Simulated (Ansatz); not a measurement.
# One shape, several levels: triplet CH2BF3O

Aim: a comparison of 6 runs (UHF/3-21G, UB3LYP/6-31G*, UBHLYP/def2-SVP, UCAM-B3LYP/def2-SVP, UPBE0/def2-SVP, UCCSD/def2-SVP) of triplet CH2BF3O. 

The results are computed with Ansatz 0.2.0.

97 further runs of the same task are left out: 97 set aside as unsound or not needed. Runs told in other sessions of the task aren't counted.

### 1 The molecule

CH2BF3O has 8 atoms, charge 0, and is taken as a triplet. SMILES of the parent species: `OC(F)B(F)F`. The shape is that of a PBE0-D4/def2-TZVP optimisation. This is one conformer, not always the lowest. That shape belongs to the parent species and isn't relaxed for this state.

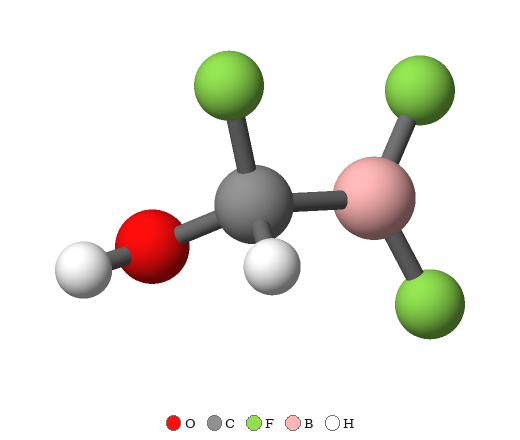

Viewed from a chosen angle; oxygen red, carbon grey, fluorine green, boron pink, hydrogen white.

### 2 A single-point energy at UHF/3-21G (run 1)

File molecule.yaml:

```yaml
basis:
  gaussian: {orbitals: 3-21G.json}
crystal:
  periodic: [false, false, false]
  atoms:
    - {symbol: O, position_ang: [-0.197300, -1.323900, 0.466200]}
    - {symbol: C, position_ang: [0.446500, -0.164100, 0.086400]}
    - {symbol: F, position_ang: [1.166700, 0.362800, 1.146700]}
    - {symbol: B, position_ang: [-0.673500, 0.866000, -0.392200]}
    - {symbol: F, position_ang: [-1.258000, 0.689100, -1.556000]}
    - {symbol: F, position_ang: [-1.023000, 1.898300, 0.333000]}
    - {symbol: H, position_ang: [0.445400, -2.033100, 0.566400]}
    - {symbol: H, position_ang: [1.185400, -0.352200, -0.706200]}
hamiltonian: {xc: hf}
magnetization: {spin_polarized: true, initial_magnetization: 2}
total_charge: 0
output: {orbitals: {seedname: orbitals}}
accuracy: high
```

The basis set 3-21G is read from a file made from the Basis Set Exchange's data (not shown).

Run with:

```console
$ ansatz run molecule.yaml --threads 1 --pin off --max-ram 3480MiB --events-out events.jsonl --progress --plain --runs-dir runs
```

The log of the run:

```text
Warning: RAYON_NUM_THREADS=1 ignored (pool sized by the plan → 1); use --threads N
Functional definition: HF
  name "HF"
  exchange = exact_x
  correlation = 0
1291 factors; integrals over basis functions are off by at most 7.6e-9 eV
mean field evaluation 1: about -11815.2131 eV, gradient 2.8e1 eV
mean field evaluation 2: about -11815.2201 eV, gradient 2.8e1 eV
mean field evaluation 4: about -11819.0636 eV, gradient 3.0e0 eV
mean field evaluation 8: about -11819.3476 eV, gradient 5.8e-1 eV
mean field evaluation 16: about -11819.3752 eV, gradient 2.2e-4 eV
mean field evaluation 32: about -11819.5212 eV, gradient 1.4e-5 eV
mean field evaluation 64: about -11813.4489 eV, gradient 2.4e1 eV
mean field evaluation 96: about -11818.7922 eV, gradient 3.5e0 eV
mean field evaluation 128: about -11818.2550 eV, gradient 1.2e0 eV
mean field evaluation 160: about -11808.5841 eV, gradient 2.3e1 eV
mean field -11819.52119733 eV, -434.3593924427 hartree, gradient 2.7e-8 eV, S^2 2.008669; 1 other end points of the search recorded, 0 dependent functions left out
reference -11819.52119733 eV, -434.3593924427 hartree; 25, 23 occupied and 33, 35 virtual orbitals, 1291 factors
Total energy: -11819.52119733 eV, -434.3593924427 hartree
```

Wall time 5.7 s (1 thread of Arm Neoverse V2, shared host); peak memory 0.16 GiB.

### 3 A single-point energy at UB3LYP/6-31G(d) (spherical functions) (run 2)

File run.yaml:

```yaml
crystal:
  periodic: [false, false, false]
  atoms:
    - symbol: O
      position_ang: [-0.197300, -1.323900, 0.466200]
    - symbol: C
      position_ang: [0.446500, -0.164100, 0.086400]
    - symbol: F
      position_ang: [1.166700, 0.362800, 1.146700]
    - symbol: B
      position_ang: [-0.673500, 0.866000, -0.392200]
    - symbol: F
      position_ang: [-1.258000, 0.689100, -1.556000]
    - symbol: F
      position_ang: [-1.023000, 1.898300, 0.333000]
    - symbol: H
      position_ang: [0.445400, -2.033100, 0.566400]
    - symbol: H
      position_ang: [1.185400, -0.352200, -0.706200]
basis:
  gaussian: {orbitals: 6-31G_st_-spherical.json}
magnetization: {spin_polarized: true, initial_magnetization: 2}
hamiltonian: {xc: {name: B3LYP}}
output: {orbitals: {seedname: orbitals}}
accuracy: high
```

The basis set 6-31G* is read from a file made from the Basis Set Exchange's data (not shown).

Run with:

```console
$ ansatz run run.yaml --threads 1 --pin off --max-ram 3480MiB --events-out events.jsonl --progress --plain --runs-dir runs
```

The log of the run:

```text
Warning: RAYON_NUM_THREADS=1 ignored (pool sized by the plan → 1); use --threads N
Functional definition: B3LYP
  name "B3LYP"
  parameter a0 = 0.2
  parameter ax = 0.72
  parameter ac = 0.81
  exchange = (1 - a0 - ax)*slater_x + ax*b88_x + a0*exact_x
  correlation = (1 - ac)*vwn_rpa_c + ac*lyp_c
2017 factors; integrals over basis functions are off by at most 3.2e-9 eV
mean field evaluation 1: about -11934.5794 eV, gradient 3.6e1 eV
mean field evaluation 2: about -11923.4370 eV, gradient 6.6e1 eV
mean field evaluation 4: about -11938.8137 eV, gradient 4.0e0 eV
mean field evaluation 8: about -11939.1076 eV, gradient 8.0e-1 eV
mean field evaluation 16: about -11939.1167 eV, gradient 2.5e-2 eV
mean field evaluation 32: about -11939.1167 eV, gradient 3.0e-6 eV
mean field -11939.11671747 eV, -438.7544467431 hartree, gradient 7.3e-8 eV, S^2 2.002838; 2 other end points of the search recorded, 0 dependent functions left out
reference -11939.11674856 eV, -438.7544478856 hartree; 25, 23 occupied and 63, 65 virtual orbitals, 2017 factors
Total energy: -11939.11674856 eV, -438.7544478856 hartree
```

It took 24 s on 1 thread of Arm Neoverse V2, shared host; peak memory 0.44 GiB.

### 4 A single-point energy at UBHLYP/def2-SVP (run 3)

File run.yaml:

```yaml
crystal:
  periodic: [false, false, false]
  atoms:
    - {symbol: O, position_ang: [-0.197300, -1.323900, 0.466200]}
    - {symbol: C, position_ang: [0.446500, -0.164100, 0.086400]}
    - {symbol: F, position_ang: [1.166700, 0.362800, 1.146700]}
    - {symbol: B, position_ang: [-0.673500, 0.866000, -0.392200]}
    - {symbol: F, position_ang: [-1.258000, 0.689100, -1.556000]}
    - {symbol: F, position_ang: [-1.023000, 1.898300, 0.333000]}
    - {symbol: H, position_ang: [0.445400, -2.033100, 0.566400]}
    - {symbol: H, position_ang: [1.185400, -0.352200, -0.706200]}
basis:
  gaussian:
    orbitals: def2-SVP
magnetization:
  spin_polarized: true
  initial_magnetization: 2
hamiltonian:
  xc: {name: BHLYP}
accuracy: high
output: {orbitals: {seedname: orbitals}}
```

Run with:

```console
$ ansatz run run.yaml --threads 1 --pin off --max-ram 3480MiB --events-out events.jsonl --progress --plain --runs-dir runs
```

The log of the run:

```text
Warning: RAYON_NUM_THREADS=1 ignored (pool sized by the plan → 1); use --threads N
Functional definition: BHLYP
  name "BHLYP"
  parameter a = 0.5
  exchange = (1 - a)*b88_x + a*exact_x
  correlation = lyp_c
2125 factors; integrals over basis functions are off by at most 8.8e-9 eV
mean field evaluation 1: about -11921.4645 eV, gradient 3.1e1 eV
mean field evaluation 2: about -11920.6917 eV, gradient 3.6e1 eV
mean field evaluation 4: about -11924.8790 eV, gradient 2.1e0 eV
mean field evaluation 8: about -11925.0177 eV, gradient 5.2e-1 eV
mean field evaluation 16: about -11925.0387 eV, gradient 1.3e-2 eV
mean field evaluation 32: about -11925.0387 eV, gradient 1.1e-5 eV
mean field -11925.03872908 eV, -438.2370902119 hartree, gradient 9.8e-8 eV, S^2 2.005668; 2 other end points of the search recorded, 0 dependent functions left out
reference -11925.03875392 eV, -438.2370911249 hartree; 25, 23 occupied and 69, 71 virtual orbitals, 2125 factors
Total energy: -11925.03875392 eV, -438.2370911249 hartree
```

It took 22 s on 1 thread of Arm Neoverse V2, shared host; peak memory 0.46 GiB.

Runs 4 to 5 aren't shown in full; the table further down has their settings and results.

### 5 A single-point energy at UCCSD/def2-SVP (run 6)

File in.yaml:

```yaml
crystal:
  periodic: [false, false, false]
  atoms:
    - {symbol: O, position_ang: [-0.197300, -1.323900, 0.466200]}
    - {symbol: C, position_ang: [0.446500, -0.164100, 0.086400]}
    - {symbol: F, position_ang: [1.166700, 0.362800, 1.146700]}
    - {symbol: B, position_ang: [-0.673500, 0.866000, -0.392200]}
    - {symbol: F, position_ang: [-1.258000, 0.689100, -1.556000]}
    - {symbol: F, position_ang: [-1.023000, 1.898300, 0.333000]}
    - {symbol: H, position_ang: [0.445400, -2.033100, 0.566400]}
    - {symbol: H, position_ang: [1.185400, -0.352200, -0.706200]}
basis:
  gaussian: {orbitals: def2-SVP}
correlation: {method: ccsd, frozen_orbitals: {B: 1, C: 1, F: 1, H: 0, O: 1}}
magnetization: {spin_polarized: true, initial_magnetization: 2}
scf: {omitted_lower_state_checks: [cluster_reference, increment]}
accuracy: high
```

Run with:

```console
$ ansatz run in.yaml --threads 1 --pin off --max-ram 3480MiB --events-out events.jsonl --progress --plain --runs-dir runs
```

The log of the run:

```text
Warning: RAYON_NUM_THREADS=1 ignored (pool sized by the plan → 1); use --threads N
[... 4 set-up lines as earlier in the session ...]
these checks for a lower state are left out or cut short: cluster_reference, increment
2125 factors; integrals over basis functions are off by at most 8.8e-9 eV
mean field evaluation 1: about -11869.7405 eV, gradient 3.1e1 eV
mean field evaluation 2: about -11869.8869 eV, gradient 3.1e1 eV
mean field evaluation 4: about -11874.0923 eV, gradient 3.8e0 eV
mean field evaluation 8: about -11874.5295 eV, gradient 6.9e-1 eV
mean field evaluation 16: about -11874.5808 eV, gradient 5.4e-5 eV
mean field evaluation 32: about -11874.7737 eV, gradient 6.6e-5 eV
mean field evaluation 64: about -11874.7623 eV, gradient 7.8e-1 eV
mean field -11874.77366805 eV, -436.3898832902 hartree, gradient 4.5e-8 eV, S^2 2.008564; 10 other end points of the search recorded, 0 dependent functions left out
6 core orbitals not correlated: weight in the atoms' cores, before any rotation towards them, 1.000 or more for the frozen orbitals, at most 0.000 for the correlated occupied ones
reference -11874.77366805 eV, -436.3898832902 hartree; 19, 17 occupied and 69, 71 virtual orbitals, 2125 factors
second order -24.83669119 eV of doubles, -0.00000000 eV of singles
cycle   1  -25.01576835 eV  change   -1.8e-1 eV  update   1.3e-1
cycle   2  -25.59701973 eV  change   -5.8e-1 eV  update   4.3e-2
cycle   3  -25.78909575 eV  change   -1.9e-1 eV  update   3.4e-2
cycle   4  -25.79812919 eV  change   -9.0e-3 eV  update   2.1e-2
cycle   5  -25.79026426 eV  change    7.9e-3 eV  update   1.3e-2
cycle   6  -25.80469413 eV  change   -1.4e-2 eV  update   8.3e-3
cycle   7  -25.80803893 eV  change   -3.3e-3 eV  update   6.7e-3
cycle   8  -25.80925702 eV  change   -1.2e-3 eV  update   6.0e-3
cycle   9  -25.81624402 eV  change   -7.0e-3 eV  update   5.5e-3
cycle  10  -25.81743849 eV  change   -1.2e-3 eV  update   4.5e-3
cycle  11  -25.82578425 eV  change   -8.3e-3 eV  update   3.7e-3
cycle  12  -25.83544788 eV  change   -9.7e-3 eV  update   2.5e-3
cycle  13  -25.83646566 eV  change   -1.0e-3 eV  update   1.5e-3
cycle  14  -25.83741188 eV  change   -9.5e-4 eV  update   8.9e-4
cycle  15  -25.83694272 eV  change    4.7e-4 eV  update   6.6e-4
cycle  16  -25.83674825 eV  change    1.9e-4 eV  update   4.5e-4
cycle  17  -25.83652573 eV  change    2.2e-4 eV  update   3.2e-4
cycle  18  -25.83697914 eV  change   -4.5e-4 eV  update   1.8e-4
cycle  19  -25.83696598 eV  change    1.3e-5 eV  update   1.1e-4
cycle  20  -25.83698041 eV  change   -1.4e-5 eV  update   5.5e-5
cycle  21  -25.83700128 eV  change   -2.1e-5 eV  update   3.1e-5
cycle  22  -25.83701667 eV  change   -1.5e-5 eV  update   2.0e-5
cycle  23  -25.83703001 eV  change   -1.3e-5 eV  update   9.3e-6
cycle  24  -25.83703641 eV  change   -6.4e-6 eV  update   5.5e-6
cycle  25  -25.83704091 eV  change   -4.5e-6 eV  update   3.5e-6
cycle  26  -25.83704454 eV  change   -3.6e-6 eV  update   1.8e-6
cycle  27  -25.83704499 eV  change   -4.5e-7 eV  update   1.0e-6
cycle  28  -25.83704543 eV  change   -4.4e-7 eV  update   6.4e-7
cycle  29  -25.83704594 eV  change   -5.1e-7 eV  update   4.1e-7
cycle  30  -25.83704618 eV  change   -2.4e-7 eV  update   2.5e-7
cycle  31  -25.83704635 eV  change   -1.7e-7 eV  update   1.6e-7
cycle  32  -25.83704645 eV  change   -1.0e-7 eV  update   1.1e-7
cycle  33  -25.83704654 eV  change   -8.9e-8 eV  update   8.0e-8
cycle  34  -25.83704659 eV  change   -4.5e-8 eV  update   5.8e-8
cycle  35  -25.83704627 eV  change    3.2e-7 eV  update   1.1e-7
cycle  36  -25.83704630 eV  change   -2.7e-8 eV  update   3.9e-8
cycle  37  -25.83704628 eV  change    1.5e-8 eV  update   2.3e-8
cycle  38  -25.83704630 eV  change   -2.3e-8 eV  update   1.7e-8
cycle  39  -25.83704632 eV  change   -1.4e-8 eV  update   1.1e-8
cycle  40  -25.83704634 eV  change   -2.0e-8 eV  update   6.9e-9
cycle  41  -25.83704634 eV  change   -6.6e-9 eV  update   3.9e-9
cycle  42  -25.83704634 eV  change  -7.3e-10 eV  update   2.5e-9
Total energy: -11900.61071440 eV, -437.3393772304 hartree
Checks for a lower state left out: cluster_reference, increment
```

It took 4.1 min on 1 thread of Arm Neoverse V2, shared host; peak memory 1.6 GiB.

### 6 The series

```tsv
run	level	frozen core orbitals	energy (Eh)	HOMO energy (eV)	⟨S²⟩	wall time
1	UHF/3-21G	–	-434.359392	-3.71	2.009	5.7 s
2	UB3LYP/6-31G* (spherical functions)	–	-438.754448	-2.21	2.003	24 s
3	UBHLYP/def2-SVP	–	-438.237091	-3.73	2.006	22 s
4	UCAM-B3LYP/def2-SVP	–	-438.306334	-3.86	2.004	28 s
5	UPBE0/def2-SVP	–	-438.000208	-2.77	2.004	23 s
6	UCCSD/def2-SVP	6	-437.339377	–	2.009	4.1 min
```

### 7 What came out

| quantity | value |
| --- | --- |
| run 6: total energy | -437.33938 Eh |
| run 6: correlation energy (6 core orbitals frozen) | -949.5 mEh |
| run 6: ⟨S²⟩ of the reference determinant | 2.009 |
| run 6: T1 diagnostic | 0.044 |

In words: Totals of different functionals can't be ranked against each other. All runs together took 5.8 min, the longest 4.1 min.
